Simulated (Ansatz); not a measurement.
**k-point convergence of GW for Cs2HgSe2 (Pbam)**

How dense a mesh does GW need for Cs2HgSe2 (Pbam), and how does the time grow?

Program: Ansatz 0.2.0. Level of theory: G0W0 on PBE, plane waves, PAW; PAW set soft_1. Results are calculated unless marked as measured.

### 1. The structure

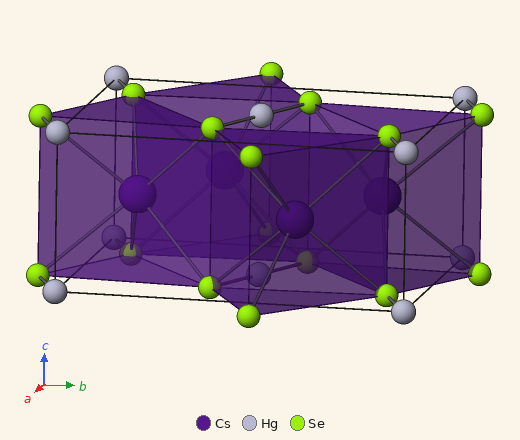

The starting structure, seen slightly off an axis (caesium purple, mercury light grey, selenium green). Some periodic images of atoms are drawn too.

The cell and positions come from the Crystallography Open Database and are kept as given unless a step says otherwise. Spin-orbit coupling is left out unless a step names it.

### 2. The 2×1×2 mesh

Now the one-shot GW correction: screening in the RPA, then the self-energy of the levels asked for. This step takes PAW set soft_1 files.

input.yaml reads:

```yaml
crystal:
  lattice:
    - [8.1849, 0.0, 0.0]
    - [0.0, 10.3302, 0.0]
    - [0.0, 0.0, 4.7112]
  atoms:
    - { symbol: Cs, position: [0.39222, 0.83311, 0.5] }
    - { symbol: Cs, position: [0.60778, 0.16689, 0.5] }
    - { symbol: Cs, position: [0.89222, 0.66689, 0.5] }
    - { symbol: Cs, position: [0.10778, 0.33311, 0.5] }
    - { symbol: Hg, position: [0.5, 0.5, 0.0] }
    - { symbol: Hg, position: [0.0, 0.0, 0.0] }
    - { symbol: Se, position: [0.23025, 0.59445, 0.0] }
    - { symbol: Se, position: [0.76975, 0.40555, 0.0] }
    - { symbol: Se, position: [0.73025, 0.90555, 0.0] }
    - { symbol: Se, position: [0.26975, 0.09445, 0.0] }
kpoints:
  mp_grid: { grid: [2, 1, 2] }
hamiltonian:
  xc: pbe
  pseudopotentials: { kind: paw, azcp: { folder: soft_1 } }
scf:
  occupations: { method: fixed }
gw:
  n_empty_bands: 904
  ecut_chi: 100
  qp_bands: [v3, c3]
  qp_kpoints: band_edges
  screening: { model: contour_deformation }
```

Command:

```console
$ ansatz run input.yaml --threads 2 --pin off --max-ram 92160MiB --backend cuda --events-out ev --progress --plain --runs-dir out --devices 1 --max-vram 13GiB
```

Numbers of over 12 decimals in the logs are rounded to 6 here.

The log of the run:

```text
GPUs: using 1 of 1 available (devices: 1).
Engine: ansatz 0.2.0, x86_64-unknown-linux-gnu
Pseudopotentials: kind: paw
Pseudopotential: Cs, paw, valence charge 9, recommended cutoff 420 eV (normal), soft_1/Cs.paw.azcp
Pseudopotential: Hg, paw, valence charge 20, recommended cutoff 420 eV (normal), soft_1/Hg.paw.azcp
Pseudopotential: Se, paw, valence charge 16, recommended cutoff 420 eV (normal), soft_1/Se.paw.azcp
Functional definition: PBE
  parameter kappa = 0.804
  parameter beta = 0.066725
  exchange = pbe_x(kappa = kappa, mu = beta*pi^2/3)
  correlation = pbe_c(beta = beta)
device memory: the entry about to start is reckoned to put 3.4 GiB on a device that reports 45.8 GiB free (of which the cap on the GPU budget leaves the run 13.0 GiB)
GPU FFT provider: cuFFT
GPU libraries: cuBLAS 13.8.2, cuFFT 12.4.0, cuSOLVER 12.3.4
Crystal: 10 atoms, lattice volume = 398.340 Å³
Basis set: ecut = 420 eV, 7743 PW (Γ)
Bands: 84, of which v1, the nominal top of the filled ones, is band 70 counted from 1 (69 counted from 0)
Symmetry: 8 space group operations
Space group: Pbam (ITA 55), of the structure as read, at distance tolerance 7.4e-5 Å
k-points: 4
Non-local potential: Cs, projectors of the file, l = 0: 3, l = 1: 2, l = 2: 2, l = 3: 2
Non-local potential: Hg, projectors of the file, l = 0: 3, l = 1: 2, l = 2: 2, l = 3: 1
Non-local potential: Se, projectors of the file, l = 0: 2, l = 1: 2, l = 2: 3, l = 3: 1
PAW form: soft (Blöchl's): semilocal exchange-correlation on the pseudo side does not see the compensation charge
PAW one-centre angular grid: Cs, 194 points (default); XC on 64 Gauss nodes
PAW one-centre angular grid: Hg, 590 points (default); XC on 64 Gauss nodes
PAW one-centre angular grid: Se, 590 points (default); XC on 64 Gauss nodes
Initial density: superposition of atomic densities (chi_scale 0.1, normalization cell, long waves kept (reshape's long-wave potential 0.00 eV rms))
Initial wavefunctions: pseudopotential atomic-orbital guess
GPU buffer pool allocated for 138240 grid points (all kernels)
GPU transforms: local potential and band sums: pruned to the plane-wave sphere, on 60×72×32
Functional: x = pbe(κ = 0.804, μ = 0.219515), c = pbe(β = 0.066725)
SCF iter   1: F=—  HF=-72205.359252 eV  |F-HF|=—  |Δ(HF+E_count)|=         —  Δρ=4.01e-2  dr2=1.59e1  ethr=3.10e-3  ⟨swp⟩=4.8  Hψ=1022  notcnv=0  defer=40
preconditioner: auto → Resta (q_TF=auto, 2.292 Å⁻¹)  ε∞=4.0  [insulator: Δε(μ)=1.864 eV  Ē_g=9.430 eV  n_scr=76 (ndim 8)  ℏωp=16.2 eV  f_vac=0.021  ε∞_Penn≈4.0]
SCF iter   2: F=—  HF=-72200.954424 eV  |F-HF|=—  |Δ(HF+E_count)|=    4.40e0  Δρ=1.75e-2  dr2=2.88e0  ethr=3.10e-3  ⟨swp⟩=3.2  Hψ=638  notcnv=0  defer=42
SCF iter   3: F=—  HF=-72199.816400 eV  |F-HF|=—  |Δ(HF+E_count)|=    1.14e0  Δρ=5.71e-3  dr2=3.40e-1  ethr=2.06e-3  ⟨swp⟩=4.0  Hψ=682  notcnv=0  defer=44
SCF iter   4: F=—  HF=-72199.703497 eV  |F-HF|=—  |Δ(HF+E_count)|=   1.13e-1  Δρ=2.02e-3  dr2=3.57e-2  ethr=2.43e-4  ⟨swp⟩=3.2  Hψ=471  notcnv=0  defer=47
SCF iter   5: F=—  HF=-72199.705482 eV  |F-HF|=—  |Δ(HF+E_count)|=   1.99e-3  Δρ=8.50e-4  dr2=4.89e-3  ethr=2.55e-5  ⟨swp⟩=3.0  Hψ=651  notcnv=0  defer=48
SCF iter   6: F=—  HF=-72199.706587 eV  |F-HF|=—  |Δ(HF+E_count)|=   1.10e-3  Δρ=3.50e-4  dr2=7.00e-4  ethr=3.49e-6  ⟨swp⟩=2.2  Hψ=555  notcnv=0  defer=48
SCF iter   7: F=—  HF=-72199.707312 eV  |F-HF|=—  |Δ(HF+E_count)|=   7.25e-4  Δρ=9.64e-5  dr2=4.65e-5  ethr=5.00e-7  ⟨swp⟩=2.0  Hψ=458  notcnv=0  defer=48
SCF iter   8: F=—  HF=-72199.707399 eV  |F-HF|=—  |Δ(HF+E_count)|=   8.65e-5  Δρ=2.19e-5  dr2=3.65e-6  ethr=3.32e-8  ⟨swp⟩=2.2  Hψ=590  notcnv=0  defer=45
SCF iter   9: F=—  HF=-72199.707403 eV  |F-HF|=—  |Δ(HF+E_count)|=   4.33e-6  Δρ=7.94e-6  dr2=3.24e-7  ethr=2.61e-9  ⟨swp⟩=2.0  Hψ=441  notcnv=0  defer=46
SCF iter  10: F=-72199.707403 eV  HF=-72199.707403 eV  |F-HF|=1.54e-8  |Δ(HF+E_count)|=   3.01e-7  Δρ=1.35e-6  dr2=1.49e-8  ethr=7.14e-11  ⟨swp⟩=15.5  Hψ=1696  notcnv=0
[...]
NSCF: frozen V_eff on 4 k-points
[...]
device memory: the entry about to start is reckoned to put 6.2 GiB on a device that reports 45.9 GiB free (of which the cap on the GPU budget leaves the run 13.0 GiB)
NSCF: frozen V_eff on 4 k-points
G₀W₀ screening: q 1/4
[... further progress lines ...]
device memory: the entry about to start is reckoned to put 1.4 GiB on a device that reports 45.3 GiB free (of which the cap on the GPU budget leaves the run 13.0 GiB)
NSCF: frozen V_eff on 1 k-points
device memory: the entry about to start is reckoned to put 1.4 GiB on a device that reports 41.5 GiB free (of which the cap on the GPU budget leaves the run 13.0 GiB)
NSCF: frozen V_eff on 1 k-points
device memory: the entry about to start is reckoned to put 1.4 GiB on a device that reports 41.3 GiB free (of which the cap on the GPU budget leaves the run 13.0 GiB)
NSCF: frozen V_eff on 1 k-points
device memory: the entry about to start is reckoned to put 1.4 GiB on a device that reports 41.5 GiB free (of which the cap on the GPU budget leaves the run 13.0 GiB)
NSCF: frozen V_eff on 1 k-points
SCF converged after 10 iterations
Free energy (F): -72199.707403 eV
Harris-Foulkes:  -72199.707403 eV  (|F-HF|=1.54e-8)
Internal energy: -72199.707403 eV  (E = F + TS)
E sigma→0 (E₀):  -72199.707403 eV
Fermi energy:    5.208451 eV
--- Per-component energies (eV) ---
  E_band       = -2927.581990
  E_kinetic    = 2175.583205
  E_local      = -22308.174441  (includes V_loc(G=0)·N_el)
  E_nonlocal   = -1162.343821
  E_hartree    = 10738.493874
  E_xc         = -1484.398467
  E_vxc        = -1417.618242  (∫ρ·V_xc dr)
  E_paw        = -48675.707810  (= ΣΔE_a)
  E_vpaw       = -1692.016814  (= ΣTr[D̂ρ^β])
  E_aug_tail   = -0.000543  (compensation charges beyond the density's cutoff)
  E_ewald      = -11483.159401
  E_smearing   = -0.000000  (= −TS)
  E_closure    = 0.000000  (closes the sum)
  Σ components = -72199.707403   (vs F -72199.707403, Δ=0.00e0)
--- Band table (eV) ---
  k-point 0: bands = [... 66 lower, 4.8663, 5.0231, 5.1464, 5.1817, 7.1987, 8.0443, 8.3215, 8.8853, ... 10 higher]
  k-point 1: bands = [... 66 lower, 4.5052, 4.6259, 4.6645, 4.9025, 7.9837, 8.0173, 8.0554, 8.1895, ... 10 higher]
  k-point 2: bands = [... 66 lower, 5.1133, 5.1133, 5.2085, 5.2085, 7.7806, 7.7806, 8.5502, 8.5502, ... 10 higher]
  k-point 3: bands = [... 66 lower, 4.6154, 4.6154, 5.1091, 5.1091, 7.6235, 7.6235, 7.8756, 7.8756, ... 10 higher]
--- G₀W₀: contour deformation, 7 samples at zero and on the imaginary axis and 1 off it, 4 q-points, 904 empty bands' worth ---
  eigenvalues of the whole cell's RPA ε∞ on this k-mesh (on a slab, of 1 + 4πα/V) = 3.8180, 4.1409, 4.7067; static W/v taken at q = 0 is 0.246581
  gw.qp_kpoints: band_edges: 4 of 4 stored k-points solved, in 1 pass; an edge of the gap read off the rows below is read off those points alone
    ik  band        ε_KS         Σx   Σc(E_QP)       V_xc       Z   E_QP_lin       E_QP  E_QP is
     0    68      5.0231   -17.7177     2.2436   -14.5338  0.7443     4.0568     4.0829  root
     0    69      5.1464   -17.6095     2.2239   -14.4414  0.7453     4.1767     4.2022  root
     0    70      5.1817   -17.7577     2.2167   -14.5948  0.7463     4.2103     4.2356  root
     0    71      7.1987    -9.3629    -3.0290   -12.8425  0.7961     7.6524     7.6493  root
     0    72      8.0443    -5.0509    -3.2503    -8.5465  0.8002     8.2907     8.2896  root
     0    73      8.3215   -10.6385    -3.2896   -14.5630  0.7815     8.9648     8.9564  root
     1    68      4.6259   -17.0078     2.1937   -13.8522  0.7421     3.6321     3.6640  root
     1    69      4.6645   -17.1656     2.1683   -14.0325  0.7441     3.6685     3.6997  root
     1    70      4.9025   -17.5495     2.1706   -14.4436  0.7454     3.9409     3.9671  root
     1    71      7.9837    -5.4302    -3.1835    -8.8563  0.7950     8.2275     8.2264  root
     1    72      8.0173    -5.7138    -3.1440    -9.0965  0.7955     8.2571     8.2560  root
     1    73      8.0554   -10.5795    -3.2664   -14.4885  0.7852     8.7056     8.6979  root
     2    68      5.1133   -17.5469     2.1288   -14.4979  0.7470     4.1693     4.1931  root
     2    69      5.2085   -17.7867     2.2059   -14.6429  0.7466     4.2460     4.2706  root
[...]
3    69      5.1091   -17.6010     2.0984   -14.5775  0.7485     4.1601     4.1839  root
     3    70      5.1091   -17.6010     2.0984   -14.5775  0.7485     4.1601     4.1839  root
     3    71      7.6235    -5.0114    -3.1372    -8.3657  0.8020     7.8414     7.8406  root
     3    72      7.6235    -5.0114    -3.1372    -8.3657  0.8020     7.8414     7.8406  root
     3    73      7.8756    -7.8040    -3.2094   -11.4541  0.7943     8.3197     8.3163  root
```

Run time: 29 s. Hardware: 1 × NVIDIA H100 80GB HBM3 (shared by 6 runs) with 2 threads of AMD EPYC 7R13 (Zen 3), shared host; peak memory 2.6 GiB; 49 s of CPU time.

The column dr2 measures how far the density is from self-consistency, as an energy; F and HF (Harris–Foulkes) agree once it is small.

Numbers from this step:

```
bands summed                                 : 974
RPA ε∞ on this mesh (eigenvalues)            : 3.818, 4.141, 4.707
plane waves in the screening matrix          : 923
q-points in the mesh                         : 4
G0W0 gap on the mesh                         : 3.379 eV
k of the valence top                         : -0.5, 0, 0
k of the conduction bottom                   : 0, 0, 0
starting gap on the mesh                     : 1.990 eV
Z at the valence top                         : 0.7466
Z at the conduction bottom                   : 0.7961
least direct G0W0 gap on the computed points : 3.414 eV
```

The gap on the mesh goes from 1.99 eV to 3.38 eV, a correction of +1.39 eV. Between the two edge states, bare exchange in place of the xc potential would open the gap by 6.62 eV, and correlation takes back 5.23 eV.

### 3. The 2×2×2 mesh

A second mesh at equal bands and cutoff isolates the sampling error.

Edit input.yaml of step 2 so:

```diff
@@ -17,3 +17,3 @@
 kpoints:
-  mp_grid: { grid: [2, 1, 2] }
+  mp_grid: { grid: [2, 2, 2] }
 hamiltonian:
```

The log of the run:

```text
GPUs: using 1 of 1 available (devices: 1).
[...]
GPU FFT provider: cuFFT
GPU libraries: cuBLAS 13.8.2, cuFFT 12.4.0, cuSOLVER 12.3.4
Crystal: 10 atoms, lattice volume = 398.340 Å³
Basis set: ecut = 420 eV, 7743 PW (Γ)
Bands: 84, of which v1, the nominal top of the filled ones, is band 70 counted from 1 (69 counted from 0)
[... 1 set-up line as in the run before ...]
[...]
k-points: 8
[...]
GPU buffer pool allocated for 138240 grid points (all kernels)
[...]
SCF iter   1: F=—  HF=-72205.524115 eV  |F-HF|=—  |Δ(HF+E_count)|=         —  Δρ=4.02e-2  dr2=1.60e1  ethr=3.10e-3  ⟨swp⟩=4.5  Hψ=2039  notcnv=0  defer=82
[...]
SCF iter  10: F=-72199.821821 eV  HF=-72199.821821 eV  |F-HF|=1.56e-8  |Δ(HF+E_count)|=   3.14e-7  Δρ=1.41e-6  dr2=1.62e-8  ethr=7.14e-11  ⟨swp⟩=14.5  Hψ=3086  notcnv=0
SCF 1 converged in 10 iterations: F = -72199.821821 eV  dr2 = 1.62e-8
[...]
0    68      5.0046   -17.5454     2.0715   -14.5410  0.7488     4.0483     4.0716  root
     0    69      5.1275   -17.5842     2.1744   -14.4495  0.7479     4.1423     4.1672  root
     0    70      5.1627   -17.7424     2.1788   -14.6022  0.7484     4.1768     4.2014  root
     0    71      7.1886    -9.4500    -2.9376   -12.8546  0.8016     7.6585     7.6556  root
     0    72      8.0391    -5.1299    -3.1530    -8.5521  0.8071     8.3095     8.3083  root
     0    73      8.3098   -10.6310    -3.2780   -14.5726  0.7837     8.9819     8.9734  root
     1    68      4.6092   -16.9703     2.1306   -13.8632  0.7452     3.6017     3.6328  root
     1    69      4.6477   -17.1496     2.1257   -14.0435  0.7465     3.6369     3.6674  root
[...]
7    70      5.0915   -17.5694     2.0374   -14.6044  0.7502     4.1414     4.1640  root
     7    71      7.5756    -5.0034    -3.0860    -8.3406  0.8075     7.8279     7.8269  root
     7    72      7.5756    -5.0034    -3.0860    -8.3406  0.8075     7.8279     7.8269  root
     7    73      8.3619   -10.3770    -3.3327   -14.3978  0.7856     9.0591     9.0499  root
[key lines of the parts left out:]
SCF converged after 10 iterations
Free energy (F): -72199.821821 eV
Fermi energy:    5.189591 eV
```

Run time: 44 s. Hardware: 1 × NVIDIA H100 80GB HBM3 (shared by 6 runs) with 2 threads; peak memory 3.6 GiB; 60 s of CPU time.

This step gave:

| Item | Value |
| --- | --- |
| bands summed | 974 |
| RPA ε∞ on this mesh (eigenvalues) | 3.632, 3.676, 4.640 |
| plane waves in the screening matrix | 923 |
| q-points in the mesh | 8 |
| G0W0 gap on the mesh | 3.420 eV |
| k of the valence top | -0.5, 0, 0 |
| k of the conduction bottom | 0, 0, 0 |
| starting gap on the mesh | 1.999 eV |
| Z at the valence top | 0.7492 |
| Z at the conduction bottom | 0.8016 |
| least direct G0W0 gap on the computed points | 3.454 eV |

Against the run with 2×1×2 mesh, 904 empty bands, screening to 100 eV, PAW set soft_1 files, the gap moves by +0.04 eV.

### 4. The 2×2×4 mesh

Edit input.yaml of step 3 so:

```diff
@@ -17,3 +17,3 @@
 kpoints:
-  mp_grid: { grid: [2, 2, 2] }
+  mp_grid: { grid: [2, 2, 4] }
 hamiltonian:
```

The log of the run:

```text
GPUs: using 1 of 1 available (devices: 1).
[...]
GPU FFT provider: cuFFT
GPU libraries: cuBLAS 13.8.2, cuFFT 12.4.0, cuSOLVER 12.3.4
Crystal: 10 atoms, lattice volume = 398.340 Å³
Basis set: ecut = 420 eV, 7743 PW (Γ)
Bands: 84, of which v1, the nominal top of the filled ones, is band 70 counted from 1 (69 counted from 0)
[... 1 set-up line as in the run before ...]
[...]
k-points: 12 of 16
[...]
1    69      4.8464   -17.2206     2.0825   -14.1659  0.7506     3.8489     3.8742  root
[...]
11    70      5.0727   -17.5896     2.0290   -14.6114  0.7527     4.1013     4.1236  root
    11    71      7.5731    -5.0437    -3.0349    -8.3459  0.8119     7.8415     7.8405  root
    11    72      7.5731    -5.0437    -3.0349    -8.3459  0.8119     7.8415     7.8405  root
    11    73      8.3470   -10.3413    -3.3543   -14.4101  0.7874     9.0708     9.0615  root
[key lines of the parts left out:]
SCF converged after 10 iterations
Free energy (F): -72199.938719 eV
Fermi energy:    5.173163 eV
```

Run time: 90 s. Hardware: 1 × NVIDIA H100 80GB HBM3 (shared by 6 runs) with 2 threads; peak memory 4.5 GiB; 2.6 min of CPU time.

This step gave:

| Property | Result |
| --- | --- |
| bands summed | 974 |
| RPA ε∞ on this mesh (eigenvalues) | 3.318, 3.607, 4.579 |
| plane waves in the screening matrix | 923 |
| G0W0 gap on the mesh | 3.437 eV |
| k of the valence top | -0.5, 0, 0 |
| k of the conduction bottom | 0, 0, 0 |
| starting gap on the mesh | 2.004 eV |
| least direct G0W0 gap on the computed points | 3.472 eV |

Against the run with 2×2×2 mesh, 904 empty bands, screening to 100 eV, PAW set soft_1 files, the gap moves by +0.017 eV.

### 5. The 4×2×4 mesh

Edit input.yaml of step 4 so:

```diff
@@ -17,3 +17,3 @@
 kpoints:
-  mp_grid: { grid: [2, 2, 4] }
+  mp_grid: { grid: [4, 2, 4] }
 hamiltonian:
```

The log of the run:

```text
GPUs: using 1 of 1 available (devices: 1).
[...]
GPU FFT provider: cuFFT
GPU libraries: cuBLAS 13.8.2, cuFFT 12.4.0, cuSOLVER 12.3.4
Crystal: 10 atoms, lattice volume = 398.340 Å³
Basis set: ecut = 420 eV, 7743 PW (Γ)
Bands: 84, of which v1, the nominal top of the filled ones, is band 70 counted from 1 (69 counted from 0)
[... 1 set-up line as in the run before ...]
[...]
k-points: 18 of 32
[...]
1    69      4.8471   -17.2047     2.0677   -14.1655  0.7510     3.8504     3.8755  root
[...]
17    70      5.0733   -17.5613     2.0043   -14.6111  0.7532     4.1055     4.1274  root
    17    71      7.5731    -5.0695    -3.0073    -8.3462  0.8129     7.8434     7.8424  root
    17    72      7.5731    -5.0695    -3.0073    -8.3462  0.8129     7.8434     7.8424  root
    17    73      8.3472   -10.3740    -3.3220   -14.4099  0.7882     9.0703     9.0612  root
[key lines of the parts left out:]
SCF converged after 10 iterations
Free energy (F): -72199.936104 eV
Fermi energy:    5.173863 eV
```

The job ended after 2.4 min (1 × NVIDIA H100 80GB HBM3 (shared by 6 runs) with 2 threads; peak memory 6 GiB).

Numbers from this step:

```yaml
bands_summed: 974
rpa_eps_infinity_on_this_mesh_eigenvalues: 3.309, 3.600, 4.626
plane_waves_in_the_screening_matrix: 923
g0w0_gap_on_the_mesh: 3.432 eV
k_of_the_valence_top: -0.5, 0, 0
k_of_the_conduction_bottom: 0, 0, 0
starting_gap_on_the_mesh: 2.003 eV
least_direct_g0w0_gap_on_the_computed_points: 3.467 eV
```

Against the run with 2×2×4 mesh, 904 empty bands, screening to 100 eV, PAW set soft_1 files, the gap moves by −0.005 eV.

### 6. The meshes together

Times are wall times on 1 × NVIDIA H100 80GB HBM3 (shared by 6 runs) with 2 threads of AMD EPYC 7R13 (Zen 3), shared host, good to a factor of about two.

```
 mesh  points  irreducible  start (eV)  G0W0 (eV)  shift (eV)  RPA ε∞ (mean)     time
2×1×2       4            4       1.990      3.379      +1.388           4.22     29 s
2×2×2       8            8       1.999      3.420      +1.421           3.98     44 s
2×2×4      16           12       2.004      3.437      +1.433           3.83     90 s
4×2×4      32           18       2.003      3.432      +1.428           3.84  2.4 min
```

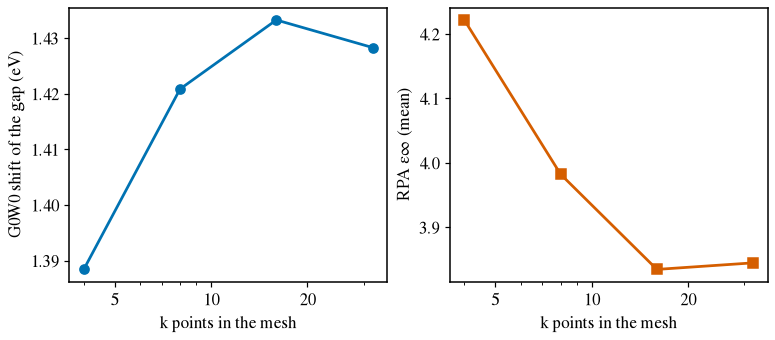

Shift and screening against the mesh.

### 7. What came out

```json
{
 "2×1×2": "3.379 eV (shift +1.388)",
 "2×2×2": "3.420 eV (shift +1.421)",
 "2×2×4": "3.437 eV (shift +1.433)",
 "4×2×4": "3.432 eV (shift +1.428)",
 "settings": "PBE start, 904 empty bands, 100 eV"
}
```

In words: The shift is +1.39 eV on 2×1×2 and +1.43 eV on 4×2×4; the last step moves it by −0.005 eV. The RPA ε∞ (mean) ranges from 3.83 to 4.22 and ends at 3.84. From 4 to 32 points the time grows 4.9-fold. Bands and cutoff are modest here, so the values stand off the basis limit. The many-body steps are scalar-relativistic: spin-orbit coupling is not in them.

[Paths, hosts, dates, memory and timing lines, banners, echoed tables and standing remarks are left out of the program output.]

[Logs are printed without paths, hosts, clocks, repeated set-up lines and the standing remarks that a program may print on its own settings, such as how far it seeks lower states.]

[Runs of the session that timed out or met a known fault of the program may be left out.]

[Cells called generated may have been cut or substituted from an entry of the Crystallography Open Database or the Materials Project.]

[Hosts, paths, dates, database ids (printed as entryN), source tags and the programs' standing remarks are cut or masked in the printed files.]
